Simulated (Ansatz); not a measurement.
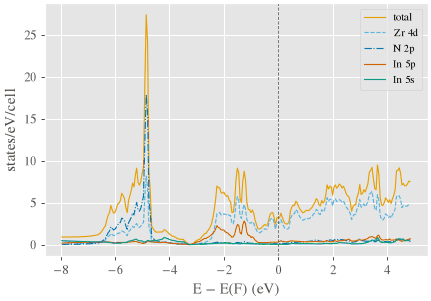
Figure. Total and projected density of states of Zr2InN in space group P6_3/mmc (No. 194; Zr on 4f, In on 2d, N on 2a), the program Ansatz at the PBEsol level (PAW)

Task: Which orbitals carry the states next to the Fermi level?

Result: Within 0.5 eV of the Fermi level: Zr 4d 79 %, In 5p 10 %. Projections are on Löwdin-orthogonalised atomic valence shells; empty p or d shells of many metals are not among them.

Task: Where is the tallest occupied peak in this window, and what makes it?

Result: Near -4.8 eV, about 27 states/eV per cell; the largest projected share is N 2p.

The first step of the workflow began from a Materials Project structure, measured or hypothetical; the Crystallography Open Database copy checked does not list it. Whether it is the stable phase at ambient conditions was not checked. The PBEsol relaxation kept the symmetry of its start; of distortions, only those at the zone centre were tested. The run is not spin-polarised. Spin–orbit coupling is left out wherever it is not named.

Potentials: the later of the program's two PAW sets.
